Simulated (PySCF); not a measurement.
# C2H12B2N2 (SMILES CC[NH+]1[BH2-][NH2+][BH2-]1): what the fields show

The calculation's input:

```
{"job": {"kind": "nmr", "xc": "PBE0", "basis": "pcSseg-1", "pop": false}, "charge": 0, "multiplicity": 1}
C      2.377500    -0.012900    -0.049000
C      1.099800    -0.491700     0.628300
N     -0.049900    -0.397900    -0.263100
B     -1.476700    -0.824000     0.294700
N     -2.105400     0.580100    -0.093600
B     -0.665100     1.032100    -0.587600
H      2.616400    -0.640800    -0.905600
H      3.212600    -0.048000     0.645900
H      2.251700     1.009700    -0.395300
H      0.892600     0.123100     1.506000
H      1.218600    -1.529800     0.961700
H      0.177600    -0.900900    -1.112900
H     -1.953600    -1.718900    -0.326200
H     -1.455200    -0.989300     1.469700
H     -2.483600     1.111500     0.679000
H     -2.807700     0.543200    -0.820000
H     -0.647700     1.279900    -1.750300
H     -0.210700     1.880900     0.106600
```

Run with:

```sh
OMP_NUM_THREADS=1 python probes_run.py task.json out
```

Geometry: GFN2-xTB, NEB image 0 of 0 to 8.

Computed with PBE0/pcSseg-1, SCF density, gas phase, non-relativistic in PySCF.

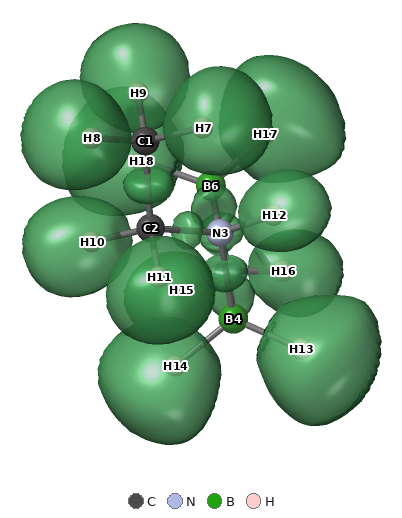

Figure 1. Isosurface of the electron localisation function at 0.85 (green), seen at an oblique angle. Core shells and regions of very low density are left out.

### Describe the localisation domains.

At this value the surface marks out four regions between bonded B–N atoms (shared pairs), one region between bonded C–C atoms (shared pairs), one region between bonded C–N atoms (shared pairs) and twelve regions around hydrogen nuclei. Along the contacts the grid gives the following. C–N (1.46 Å): the ELF peaks at about 0.95 between the atoms, as expected for a covalent bond. C–C (1.52 Å): the ELF peaks at about 0.95 between the atoms, as expected for localised, covalent bonding.

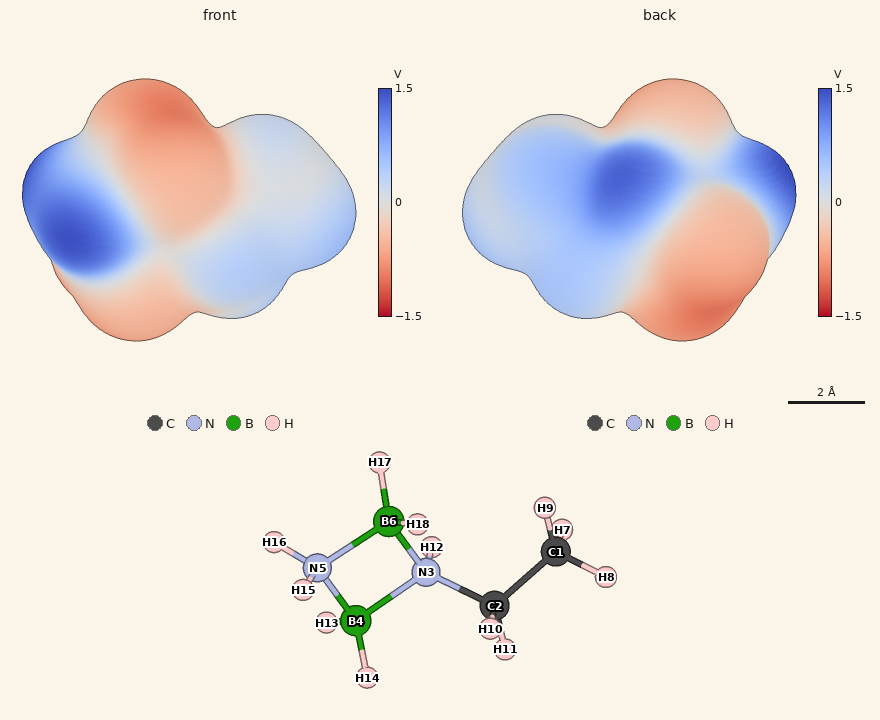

Figure 2. The molecular electrostatic potential painted on the density surface at 0.001 e/bohr³, seen from the front and from behind; red is negative and blue positive. The bare structure is drawn below in the same view.

### Where is the surface potential most negative and most positive?

The most negative region (about −1.0 V) lies over H13, the most positive (about +1.4 V) over H15 and H16.

### What dipole moment does the calculation give?

Its dipole moment is 0.16 D.

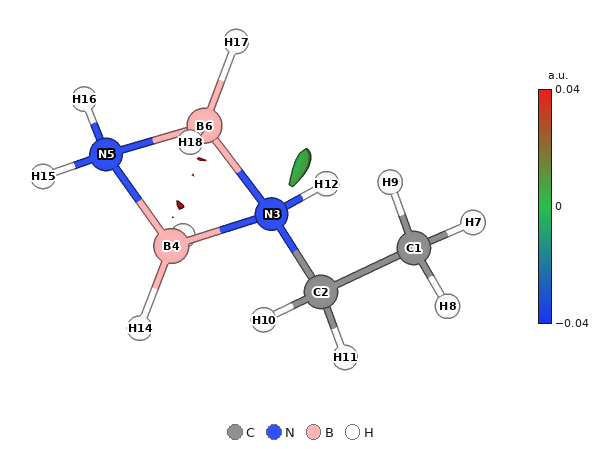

Figure 3. Non-covalent interaction (NCI) plot: the surface where the reduced density gradient is 0.5, for densities under 0.05 a.u., coloured by sign(λ₂)ρ; seen at a tilt.

### Which non-covalent interactions does the plot reveal?

Between H9 and C1 on one side and B6 and H18 on the other: a weak contact (green).
